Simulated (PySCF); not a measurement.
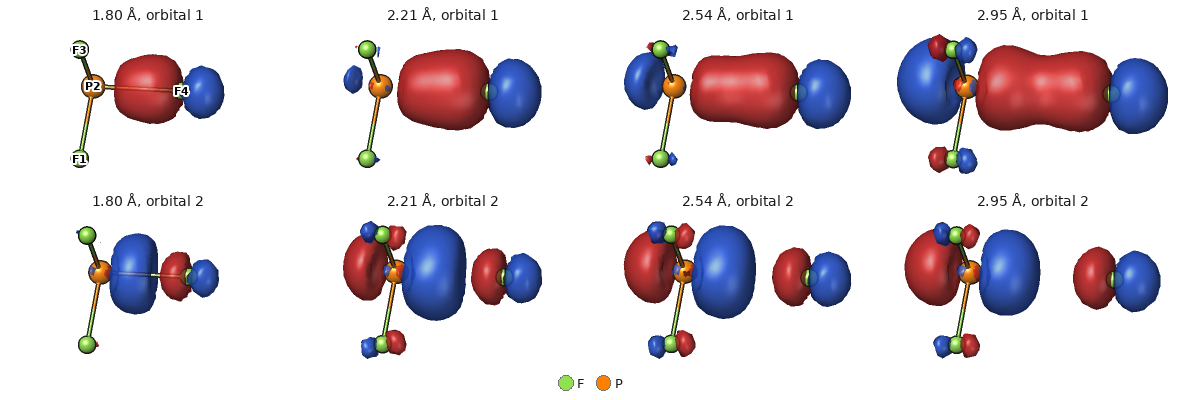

*F3P, SMILES `FP(F)F`. Rigid stretch of the P2–F4 bond. The two CASSCF(2,2) natural orbitals nearest half filling (orbital 1 the more occupied).*

Level of theory: def2-SVPD basis (PySCF), at a geometry from GFN2-xTB. No frequency check shows the geometry to be a minimum. GFN2-xTB bond lengths at metals and heavier atoms can be off by up to 0.1 Å and shapes distorted, which carries into these values.

Coordinates in Å:

```
F1      -1.1907    0.6338    0.3059
P2      -0.0000    0.0000   -0.5507
F3       1.1443    0.7143    0.3059
F4       0.0464   -1.3481    0.3059
```

Question: How do the occupations change along the stretch?

Answer: 1.80 Å: 1.97 and 0.03; 2.21 Å: 1.91 and 0.09; 2.54 Å: 1.78 and 0.22; 2.95 Å: 1.47 and 0.53. At the longest distance computed (4.59 Å) they are 1.00 and 1.00, and the effective number of unpaired electrons is 2.0.

Question: Where does the UHF solution part from RHF?

Answer: Between 2.21 Å (⟨S²⟩ = 0, the two coincide) and 2.54 Å (⟨S²⟩ = 0.85); at 4.59 Å ⟨S²⟩ is 1.03 and UHF lies 4.6 eV below RHF.

Question: How much energy does the stretch cost?

Answer: By CASSCF, 4.4 eV from the lowest point of the scan (1.64 Å) to 4.59 Å; RHF gives 8.2 eV from its own lowest point. The fragments aren't relaxed and dynamic correlation is missing, so this isn't a bond dissociation energy.

The PySCF run took 5.5 min on 1 thread of AMD EPYC 7R43 64-Core Processor (Zen 3) (shared host), peak memory 0.25 GiB.
